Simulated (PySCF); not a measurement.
## Electronic structure of C₃H₇FOSi (SMILES C=C(CF)[SiH2]O) in real space

| atom | x (Å) | y (Å) | z (Å) |
| --- | --- | --- | --- |
| C | -0.7466 | 1.6054 | 0.4624 |
| C | -0.3424 | 0.4114 | 0.0569 |
| C | -1.3221 | -0.7228 | 0.0073 |
| F | -0.7114 | -1.9291 | 0.2977 |
| Si | 1.4284 | 0.0403 | -0.5297 |
| O | 2.1233 | -1.1200 | 0.3611 |
| H | -0.0771 | 2.4475 | 0.4749 |
| H | -1.7582 | 1.7985 | 0.7899 |
| H | -2.1402 | -0.6080 | 0.7257 |
| H | -1.7322 | -0.8323 | -1.0043 |
| H | 2.2830 | 1.1924 | -0.2920 |
| H | 1.3363 | -0.3572 | -1.9392 |
| H | 1.6547 | -1.9255 | 0.5716 |

Geometry: GFN2-xTB, NEB image 0 of 0 to 8.

Computed with PBE0/pcSseg-1, SCF density, gas phase, non-relativistic (PySCF).

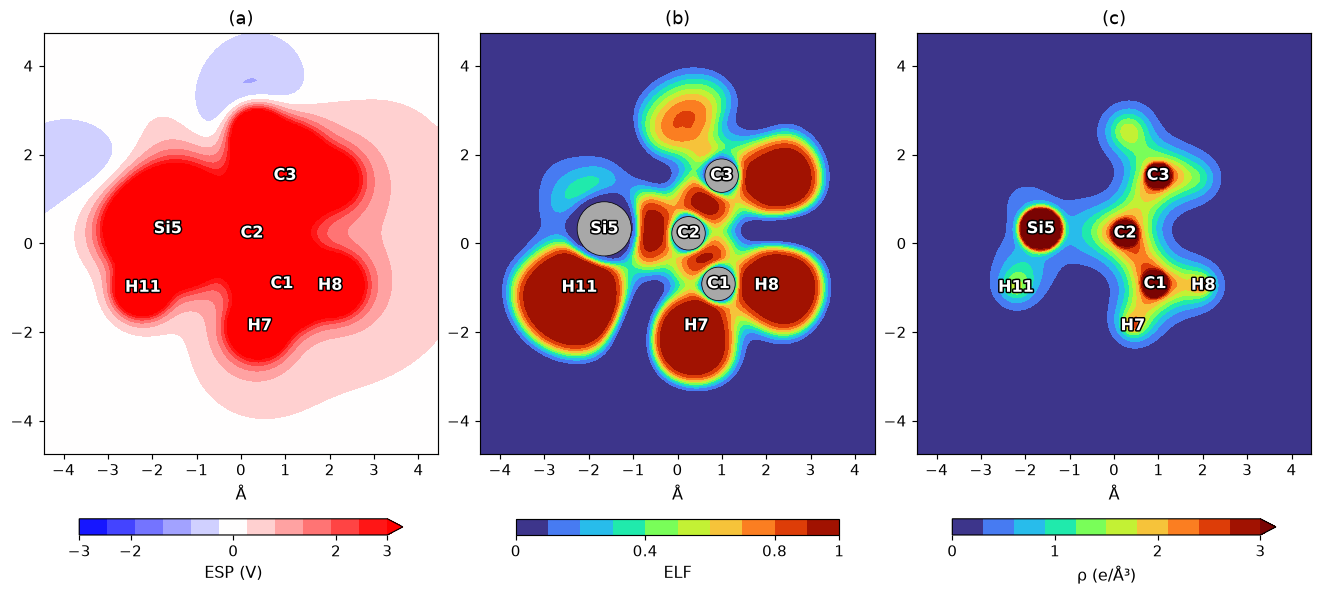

Figure 1. (a) electrostatic potential; (b) electron localisation function; (c) total electron density on the plane of atoms H7, C1 and H8. Grey discs cover the atomic cores in the ELF map.

Question: Describe what can be read from this map.

Answer:
- The section cuts through C, Si and H sites.
- C–C (1.32 Å): the density is about 2.3 e/Å³ at the midpoint; the ELF peaks at about 0.95 between the atoms (a short, multiple covalent bond).
- C–Si (1.90 Å): the density is about 0.92 e/Å³ at the midpoint; the ELF peaks at about 1 between the atoms; a covalent bond.
- C–C (1.50 Å): ρ is about 1.8 e/Å³ halfway; the ELF peaks at about 0.95 between the atoms (a covalent bond).
- C–H (1.08 Å): ρ is about 2 e/Å³ halfway; the ELF climbs to about 1 towards the hydrogen, as it does in any bond to H; an ordinary covalent bond to hydrogen.
- The ELF also peaks beside F4, away from the bonds: lone-pair regions.
- Outside the dense part of the molecule the potential is most negative (−0.8 V) near F4, which lies off the plane.

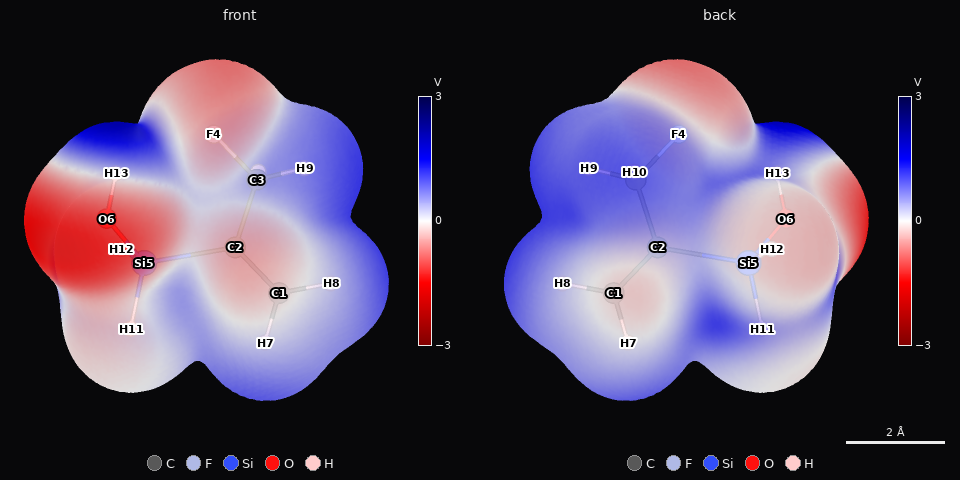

Figure 2. The molecular electrostatic potential painted on the density surface at 0.002 e/bohr³, seen from the front and from behind; red is negative and blue positive.

Question: Describe the electrostatic potential map.

Answer: The most negative region (about −1.6 V) lies over O6, the most positive (about +2.0 V) over H13. O6 is the likeliest acceptor of a hydrogen bond.

Question: What dipole moment does the calculation give?

Answer: Its dipole moment is 2.43 D.
